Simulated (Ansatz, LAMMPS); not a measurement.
# Charge trapping in amorphous 31Ga2O3-69TiO2 (mol %) (116 atoms), part 3 of 4

Does an extra electron or hole in amorphous 31Ga2O3-69TiO2 (mol %) (116 atoms) stay spread out, or do the atoms trap it?

Ansatz 0.2.0; Kohn-Sham DFT, RPBE, PAW (set soft_1), plane waves.

The cell: 20 Ga, 22 Ti and 74 O. The quench rate of 20 K/ps far exceeds what a furnace or splat quench reaches. The starting topology of bonds comes from the classical model. Sampling is at Γ alone, for a cell whose shortest periodic width is 11 Å.

So far. Step 6 (An extra electron, atoms relaxed): The relaxation converged after 6 steps, 0.173 eV below its start, with a largest force component of 0.036 eV/Å. Step 6 (An extra electron, atoms relaxed): An extra electron, atoms relaxed: the energy stands 9.77 eV above that of the reference, with a moment of 1.00 μB.

### 7. An extra electron, levels at the relaxed geometry

A single point at the new geometry gives levels and spin density.

Contents of input.yaml:

```yaml
crystal:
  lattice:
    - [11.05068, 0.0, 0.0]
    - [0.0, 11.05068, 0.0]
    - [0.0, 0.0, 11.05068]
  atoms:
    - { symbol: Ga, position: [0.62316, 0.39941, 0.74677] }
    - { symbol: Ga, position: [0.11377, 0.95294, 0.53125] }
    - { symbol: Ga, position: [0.30579, 0.43717, 0.36511] }
    - { symbol: Ga, position: [0.41852, 0.89366, 0.16274] }
    - { symbol: Ga, position: [0.35474, 0.52723, 0.65896] }
    - { symbol: Ga, position: [0.87445, 0.53452, 0.61684] }
    [... 104 atom lines left out ...]
    - { symbol: O, position: [0.78724, 0.8794, 0.06279] }
    - { symbol: O, position: [0.90485, 0.20716, 0.02702] }
    - { symbol: O, position: [0.13864, 0.25479, 0.50935] }
    - { symbol: O, position: [0.69022, 0.07483, 0.00799] }
    - { symbol: O, position: [0.04743, 0.73983, 0.873] }
    - { symbol: O, position: [0.6777, 0.64534, 0.64734] }
total_charge: -1
kpoints:
  mp_grid: { grid: [1, 1, 1] }
hamiltonian:
  xc: rpbe
  pseudopotentials: { kind: paw, azcp: { folder: soft_1 } }
scf:
  occupations: { method: fermi_dirac, width: 0.01 }
  lower_state_search: "off"
output:
  forces: true
  stress: true
  populations: intrinsic
  dos:
    method: { smearing: { sigma: 0.08 } }
    de: 0.1
    projected: { site_lists: { Ga: [Ga], O: [O], Ti: [Ti] } }
  eigenvalues: true
  write_density: true
  write_potential: true
  volumetric_format: npy
magnetization:
  spin_polarized: true
  initial_magnetization: 1
```

Started as:

```bash
ansatz run input.yaml --threads 4 --pin off --max-ram 8192MiB --backend cpu --events-out ev --progress --plain --runs-dir out
```

Numbers of over 12 decimals in the logs are rounded to 6 here.

The log of the run:

```text
[...]
Crystal: 116 atoms, lattice volume = 1349.482 Å³
Basis set: ecut = 420 eV, 26193 PW (Γ), exchange–correlation on 150×150×150 points (8 copies of the dense FFT grid, shifted against one another)
Bands: 601, of which v1, the nominal top of the filled ones, is band 485 counted from 1 (484 counted from 0)
Symmetry: 1 space group operations
[...]
k-points: 1
[...]
Starting moments: Σ|m| = 1 μB on 116 of 116 sites
[...]
SCF iter   1: F=—  HF=-173079.675340 eV  |F-HF|=—  |Δ(HF+E_count)|=         —  Δρ=4.51e-2 (↑4.48e-2 ↓4.51e-2)  dr2=7.69e1  dr2_m=2.18e-1  M=1.000 μB ∫|m|=1.071 μB  β_m=1.00  ethr=3.10e-3  ⟨swp⟩=5.0  Hψ=3714  notcnv=0  defer=101
[...]
SCF iter   2: F=—  HF=-173069.089840 eV  |F-HF|=—  |Δ(HF+E_count)|=         —  Δρ=3.05e-2 (↑3.05e-2 ↓3.05e-2)  dr2=3.60e1  dr2_m=2.16e-2  M=1.000 μB ∫|m|=1.133 μB  β_m=0.30  ethr=3.10e-3  ⟨swp⟩=3.0  Hψ=2050  notcnv=0  defer=212
[...]
SCF iter  13: F=—  HF=-173062.190204 eV  |F-HF|=—  |Δ(HF+E_count)|=   3.89e-3  Δρ=9.11e-4 (↑9.11e-4 ↓2.79e-4)  dr2=3.42e-2  dr2_m=1.47e-3  M=1.000 μB ∫|m|=1.239 μB  β_m=0.30  ethr=4.59e-7  ⟨swp⟩=4.5  Hψ=2007  notcnv=0  defer=207
[...]
SCF iter  15: F=—  HF=-173062.189134 eV  |F-HF|=—  |Δ(HF+E_count)|=   3.86e-3  Δρ=3.12e-4 (↑3.12e-4 ↓1.69e-4)  dr2=8.20e-4  dr2_m=6.74e-4  M=1.000 μB ∫|m|=1.241 μB  β_m=0.35  ethr=4.59e-7  ⟨swp⟩=4.5  Hψ=2188  notcnv=0  defer=207
[...]
SCF iter  25: F=-173062.186863 eV  HF=-173062.186863 eV  |F-HF|=1.02e-8  |Δ(HF+E_count)|=   7.36e-9  Δρ=8.57e-7 (↑8.57e-7 ↓4.02e-7)  dr2=2.42e-8  dr2_m=2.42e-9  M=1.000 μB ∫|m|=1.260 μB  β_m=0.68  ethr=7.39e-12  ⟨swp⟩=5.0  Hψ=6043  notcnv=0
SCF iter  26: F=-173062.186863 eV  HF=-173062.186863 eV  |F-HF|=7.19e-9  |Δ(HF+E_count)|=   5.27e-9  Δρ=5.34e-7 (↑5.34e-7 ↓2.70e-7)  dr2=1.09e-8  dr2_m=6.06e-10  M=1.000 μB ∫|m|=1.260 μB  ethr=2.50e-12  ⟨swp⟩=4.5  Hψ=6067  notcnv=0
SCF 1 converged in 26 iterations: F = -173062.186863 eV  dr2 = 1.09e-8
[...]
SCF converged after 26 iterations
Magnetization: 1.0000 μB (485.0000 up, 484.0000 down)
Absolute magnetization: 1.2550 μB (∫|ρ↑−ρ↓|, with the PAW one-centre terms)
[...]
Per-site moments (μB) at R_I (Å): [(9.677087442951864e-5, 0.777246), (0.000567683, 0.765617), (4.368652020132347e-5, 0.787200), (-4.850665769993577e-6, 0.766152), (0.000251698, 0.805382), [...]
Free energy (F): -173062.186863 eV
[...]
Internal energy: -173062.186838 eV  (E = F + TS)
E sigma→0 (E₀):  -173062.186850 eV
Entropy (-TS):   -0.000025 eV (-0.000 meV/atom)
Fermi energy:    9.827203 eV
[...]
Σ components = -173062.186863   (vs F -173062.186863, Δ=0.00e0)
--- Forces (eV/Å), atoms counted from 1 ---
  atom   1  Ga    -0.02421598     0.01209558    -0.02522630
  atom   2  Ga    -0.00909213    -0.01368943     0.00682982
  atom   3  Ga    -0.00506921    -0.00388235    -0.00757243
  atom   4  Ga     0.01441572     0.00901749     0.02032692
[...]
atom 116  O     -0.02707907     0.02896421     0.01342337
  max |Σ_I F_I| component: 2.79e-5 eV/Å
--- Stress (GPa, compression-positive) ---
        4.079392      -0.273976      -0.021125
       -0.273976       4.306485      -0.239622
       -0.021125      -0.239622       3.233975
  P = ⅓ Tr σ = 3.8733 GPa (38.733 kbar)
--- Band table (eV) ---
[...]
--- intrinsic populations: 116 sites ---
  site symbol       q [e]    m [muB]
     0     Ga     11.9750     0.0004
     1     Ga     12.0145     0.0023
     2     Ga     12.0149     0.0007
[...]
115      O      6.6278    -0.0002
  spilling = -0.000000 (of n_electrons = 969.000000)
```

Elapsed: 2.3 min, on 4 threads of Arm Neoverse V2, shared host; peak memory 3.9 GiB; 9.3 min of CPU time.

An extra electron, levels at the relaxed geometry: the energy stands 9.77 eV above that of the reference, with a moment of 1.00 μB.

A closer look about Ti22, which holds the most spin: 12 atoms, nearest first, numbered in the order of the input, with positions taken from that point.

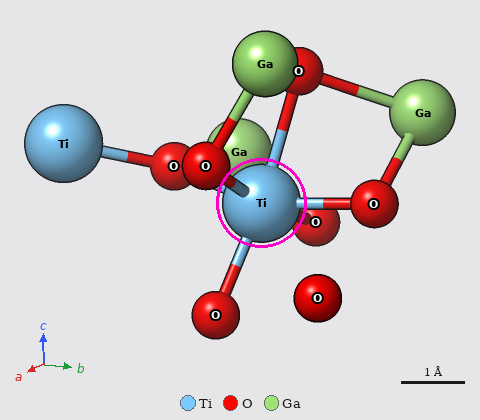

The atoms of the table, within 3.4 Å (arrows a, b, c point along x, y, z); some may hide others; the central atom is ringed.

```
atom      x      y      z  distance (Å)  intrinsic-atomic-orbital charge (e)  moment (μB)
Ti22   0.00   0.00   0.00          0.00                                 1.42         0.25
 O59  -0.32   1.89   0.11          1.92                                -0.71        -0.01
 O88   1.00  -0.33  -1.65          1.96                                -0.71        -0.02
 O55  -0.52  -1.87   0.30          1.96                                -0.69        -0.01
O107   1.71  -0.06   1.02          1.99                                -0.74         0.00
 O91  -1.92  -0.07  -0.78          2.07                                -0.69        -0.01
 O90  -0.67   0.38   2.07          2.21                                -0.76         0.00
 Ga1  -1.93   1.92   1.24          3.00                                 1.02         0.00
Ga19   1.18   0.78   2.67          3.03                                 1.03         0.00
Ga12  -2.55  -1.81   0.07          3.13                                 1.02         0.00
 O83   2.28   2.25  -0.80          3.30                                -0.77         0.00
Ti30   0.62  -3.26   0.80          3.41                                 1.40         0.00
```

The distance from Ti22 to O107 changes most, from 1.92 Å in the neutral cell to 1.99 Å.

The levels nearest the highest filled one (over half full), pooled over k-points and spins:

```
level less the highest filled one (eV)  occupation
                                 -2.59           1
                                 -2.45           1
                                 -2.45           1
                                     0           1
                                 0.180           0
                                 0.328           0
                                 0.344           0
                                 0.354           0
```

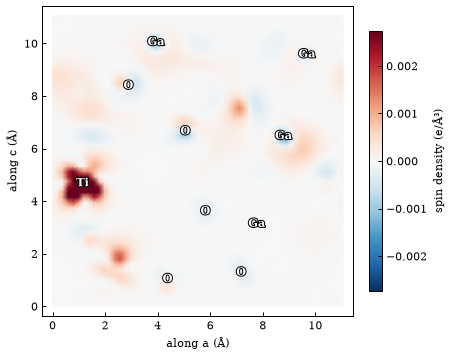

Spin density in the ac plane at fractional y = 0.519, with atoms of Ga and Ti and O within 0.2 Å of it. The map starts off the cell's origin, so that atoms lie inside it.

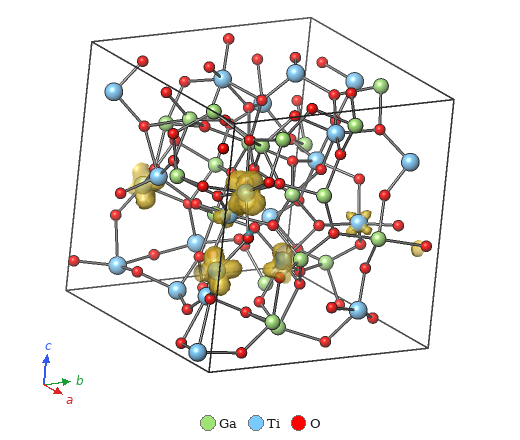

Surfaces of spin density = ±0.036 e/Å³, which hold about 50 % of the integral of its size. The two colours are the two signs. Bonds to atoms that aren't drawn are left out.

### 8. Neutral at the geometry of the electron

The neutral cell at the new geometry gives the energy of that geometry without the charge.

input.yaml, the sections that differ from step 7:

```yaml
crystal:
  lattice:
    - [11.05068, 0.0, 0.0]
    - [0.0, 11.05068, 0.0]
    - [0.0, 0.0, 11.05068]
  atoms:
    [... the 116 atom lines of step 7 ...]
scf:
  occupations: { method: gaussian, width: 0.05 }
output:
  forces: true
  stress: true
  populations: intrinsic
  dos:
    method: { smearing: { sigma: 0.08 } }
    de: 0.1
    projected: { site_lists: { Ga: [Ga], O: [O], Ti: [Ti] } }
  eigenvalues: true
# kpoints, hamiltonian: as in step 7
# total_charge: removed
# magnetization: removed
```

The log of the run:

```text
[...]
Crystal: 116 atoms, lattice volume = 1349.482 Å³
Basis set: ecut = 420 eV, 26193 PW (Γ), exchange–correlation on 150×150×150 points (8 copies of the dense FFT grid, shifted against one another)
Bands: 600, of which v1, the nominal top of the filled ones, is band 484 counted from 1 (483 counted from 0)
Symmetry: 1 space group operations
[...]
k-points: 1
[...]
SCF iter   1: F=—  HF=-173090.832102 eV  |F-HF|=—  |Δ(HF+E_count)|=         —  Δρ=9.19e-2  dr2=7.94e1  ethr=3.10e-3  ⟨swp⟩=5.0  Hψ=1852  notcnv=0  defer=48
[...]
SCF iter  16: F=—  HF=-173071.728240 eV  |F-HF|=—  |Δ(HF+E_count)|=   2.09e-7  Δρ=2.79e-6  dr2=1.34e-7  ethr=4.53e-11  ⟨swp⟩=2.0  Hψ=939  notcnv=0  defer=110
SCF iter  17: F=-173071.728240 eV  HF=-173071.728240 eV  |F-HF|=2.15e-8  |Δ(HF+E_count)|=   1.25e-7  Δρ=2.31e-6  dr2=7.61e-8  ethr=1.03e-11  ⟨swp⟩=10.0  Hψ=2539  notcnv=0
SCF 1 converged in 17 iterations: F = -173071.728240 eV  dr2 = 7.61e-8
[...]
SCF converged after 17 iterations
Free energy (F): -173071.728240 eV
[...]
Internal energy: -173071.728240 eV  (E = F + TS)
E sigma→0 (E₀):  -173071.728240 eV
Fermi energy:    8.378683 eV
[...]
Σ components = -173071.728240   (vs F -173071.728240, Δ=0.00e0)
--- Forces (eV/Å), atoms counted from 1 ---
  atom   1  Ga    -0.33846822     0.25664427     0.20656610
  atom   2  Ga     0.18144668    -0.14456012     0.21496517
  atom   3  Ga     0.08479327     0.13110974    -0.07865011
  atom   4  Ga    -0.09530901    -0.07829308    -0.10621887
[...]
atom 116  O     -0.00888532    -0.03868603    -0.07543861
  max |Σ_I F_I| component: 5.26e-5 eV/Å
--- Stress (GPa, compression-positive) ---
        4.085036      -0.199348      -0.157109
       -0.199349       4.369992      -0.228454
       -0.157109      -0.228454       3.194714
  P = ⅓ Tr σ = 3.8832 GPa (38.832 kbar)
--- Band table (eV) ---
[...]
--- intrinsic populations: 116 sites ---
  site symbol       q [e]
     0     Ga     11.9703
     1     Ga     12.0058
     2     Ga     12.0091
[...]
115      O      6.6260
  spilling = -0.000000 (of n_electrons = 968.000000)
```

Wall time 46 s (4 threads); peak memory 2.3 GiB; 3 min of CPU time.

Neutral at the geometry of the electron: the energy stands 0.225 eV above that of the reference.

### 9. An extra hole, atoms held

The electron count changes by one with the atoms held: a vertical process, on a uniform background, with spin and a narrow Fermi–Dirac smearing. Its energy against the neutral cell hangs on the program's zero of potential.

input.yaml, as its differences from that of step 8:

```diff
@@ -6,3 +6,4 @@
   atoms:
-    [... the 116 atom lines of step 7 ...]
+    [... the 116 atom lines of step 4 ...]
+total_charge: 1
 kpoints:
@@ -13,3 +14,4 @@
 scf:
-  occupations: { method: gaussian, width: 0.05 }
+  occupations: { method: fermi_dirac, width: 0.01 }
+  lower_state_search: "off"
 output:
@@ -23 +25,7 @@
   eigenvalues: true
+  write_density: true
+  write_potential: true
+  volumetric_format: npy
+magnetization:
+  spin_polarized: true
+  initial_magnetization: 1
```

The log of the run:

```text
[...]
Crystal: 116 atoms, lattice volume = 1349.482 Å³
Basis set: ecut = 420 eV, 26193 PW (Γ), exchange–correlation on 150×150×150 points (8 copies of the dense FFT grid, shifted against one another)
Bands: 600, of which v1, the nominal top of the filled ones, is band 484 counted from 1 (483 counted from 0)
Symmetry: 1 space group operations
[...]
k-points: 1
[...]
Starting moments: Σ|m| = 1 μB on 116 of 116 sites
[...]
SCF iter   1: F=—  HF=-173100.225887 eV  |F-HF|=—  |Δ(HF+E_count)|=         —  Δρ=4.81e-2 (↑4.68e-2 ↓4.81e-2)  dr2=8.59e1  dr2_m=2.37e-1  M=1.000 μB ∫|m|=1.067 μB  β_m=1.00  ethr=3.10e-3  ⟨swp⟩=5.0  Hψ=3701  notcnv=0  defer=94
[...]
SCF iter   2: F=—  HF=-173087.512713 eV  |F-HF|=—  |Δ(HF+E_count)|=         —  Δρ=3.26e-2 (↑3.17e-2 ↓3.26e-2)  dr2=3.96e1  dr2_m=1.49e-1  M=0.456 μB ∫|m|=0.664 μB  β_m=0.30  ethr=3.10e-3  ⟨swp⟩=3.0  Hψ=2174  notcnv=0  defer=212
[...]
spin=Collinear: Kerker preconditioning applied to the charge; magnetization (m = ρ↑ − ρ↓) channel mixes plain (no charge-response kernel on spin).
SCF iter   3: F=—  HF=-173083.275202 eV  |F-HF|=—  |Δ(HF+E_count)|=    4.24e0  Δρ=2.36e-2 (↑2.33e-2 ↓2.36e-2)  dr2=2.37e1  dr2_m=4.87e-2  M=0.994 μB ∫|m|=1.141 μB  β_m=0.30  ethr=3.10e-3  ⟨swp⟩=1.0  Hψ=988  notcnv=0  defer=212
SCF iter   4: F=—  HF=-173079.019629 eV  |F-HF|=—  |Δ(HF+E_count)|=    4.26e0  Δρ=1.41e-2 (↑9.57e-3 ↓1.41e-2)  dr2=8.59e0  dr2_m=1.86e-1  M=0.609 μB ∫|m|=0.833 μB  β_m=0.30  ethr=2.45e-3  ⟨swp⟩=2.0  Hψ=1452  notcnv=0  defer=212
[...]
SCF iter  15: F=—  HF=-173079.111382 eV  |F-HF|=—  |Δ(HF+E_count)|=   5.05e-3  Δρ=1.44e-3 (↑5.12e-4 ↓1.44e-3)  dr2=7.03e-2  dr2_m=5.24e-3  M=0.999 μB ∫|m|=1.215 μB  β_m=0.30  ethr=1.42e-5  ⟨swp⟩=4.0  Hψ=1033  notcnv=0  defer=212
[...]
SCF iter  17: F=—  HF=-173079.112227 eV  |F-HF|=—  |Δ(HF+E_count)|=   3.12e-3  Δρ=5.00e-4 (↑3.91e-4 ↓5.00e-4)  dr2=2.62e-2  dr2_m=1.05e-3  M=0.999 μB ∫|m|=1.216 μB  β_m=0.23  ethr=7.27e-6  ⟨swp⟩=2.0  Hψ=1083  notcnv=0  defer=212
[...]
SCF iter  39: F=-173079.113114 eV  HF=-173079.113114 eV  |F-HF|=2.65e-8  |Δ(HF+E_count)|=   2.42e-9  Δρ=1.18e-6 (↑2.25e-7 ↓1.18e-6)  dr2=3.61e-8  dr2_m=4.56e-9  M=1.000 μB ∫|m|=1.241 μB  β_m=0.53  ethr=8.89e-12  ⟨swp⟩=5.0  Hψ=5289  notcnv=0
SCF iter  40: F=-173079.113114 eV  HF=-173079.113114 eV  |F-HF|=4.69e-9  |Δ(HF+E_count)|=  2.62e-10  Δρ=3.11e-7 (↑1.82e-7 ↓3.11e-7)  dr2=6.86e-9  dr2_m=1.92e-10  M=1.000 μB ∫|m|=1.241 μB  ethr=3.73e-12  ⟨swp⟩=5.0  Hψ=5328  notcnv=0
SCF 1 converged in 40 iterations: F = -173079.113114 eV  dr2 = 6.86e-9
[...]
SCF converged after 40 iterations
Magnetization: 0.9995 μB (483.9998 up, 483.0002 down)
Absolute magnetization: 1.2421 μB (∫|ρ↑−ρ↓|, with the PAW one-centre terms)
[...]
Per-site moments (μB) at R_I (Å): [(4.276196202919677e-5, 0.778831), (1.0438119590136887e-5, 0.768364), (0.000186311, 0.785276), (9.801837393667506e-5, 0.766894), (-0.000331455, 0.805650), [...]
Free energy (F): -173079.113114 eV
[...]
Internal energy: -173079.098691 eV  (E = F + TS)
E sigma→0 (E₀):  -173079.105902 eV
Entropy (-TS):   -0.014423 eV (-0.124 meV/atom)
Fermi energy:    7.099635 eV
[...]
Σ components = -173079.113114   (vs F -173079.113114, Δ=0.00e0)
--- Forces (eV/Å), atoms counted from 1 ---
  atom   1  Ga    -0.02584267    -0.06354927    -0.14479757
  atom   2  Ga    -0.00493364     0.09188372    -0.05803389
  atom   3  Ga    -0.06437192    -0.07259693     0.05066745
  atom   4  Ga     0.02433726     0.11411924     0.16707060
[...]
atom 116  O      0.01466792     0.00405328     0.10601013
  max |Σ_I F_I| component: 1.69e-5 eV/Å
--- Stress (GPa, compression-positive) ---
        4.518613      -0.158032      -0.059345
       -0.158032       5.082022      -0.145487
       -0.059345      -0.145487       3.963771
  P = ⅓ Tr σ = 4.5215 GPa (45.215 kbar)
--- Band table (eV) ---
[...]
--- intrinsic populations: 116 sites ---
  site symbol       q [e]    m [muB]
     0     Ga     11.9620    -0.0034
     1     Ga     11.9962    -0.0004
     2     Ga     12.0029    -0.0011
[...]
115      O      6.6223     0.0018
  spilling = 0.000000 (of n_electrons = 967.000000)
```

It took 2.6 min on 4 threads; peak memory 3.9 GiB; 10 min of CPU time.

An extra hole, atoms held: the energy stands 7.16 eV below that of the reference, with a moment of 1.00 μB.

The levels nearest the highest filled one (over half full), pooled over k-points and spins:

```
level less the highest filled one (eV)  occupation
                               -0.0799           1
                               -0.0635       0.999
                                -0.034        0.98
                                     0       0.624
                                0.0092       0.397
                                  2.74           0
                                  2.74           0
                                  2.83           0
```

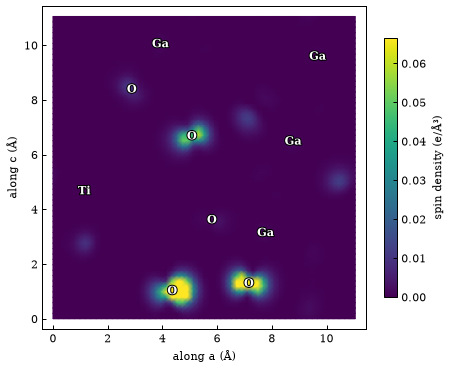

Spin density in the ac plane at fractional y = 0.519, with atoms of Ga and Ti and O within 0.2 Å of it. The map starts off the cell's origin, so that atoms lie inside it.

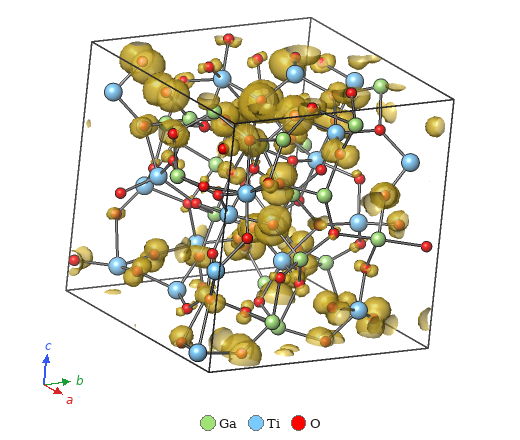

Surface of spin density = 0.0041 e/Å³, which holds about 70 % of the integral of its size. Bonds to atoms that aren't drawn are left out.

(Continued in part 4 of 4.)

[Logs are printed without paths, hosts, clocks, repeated set-up lines and the standing remarks that a program may print on its own settings, such as how far it seeks lower states.]

[Hosts, paths, dates, database ids (printed as entryN), source tags and the programs' standing remarks are cut or masked in the printed files.]
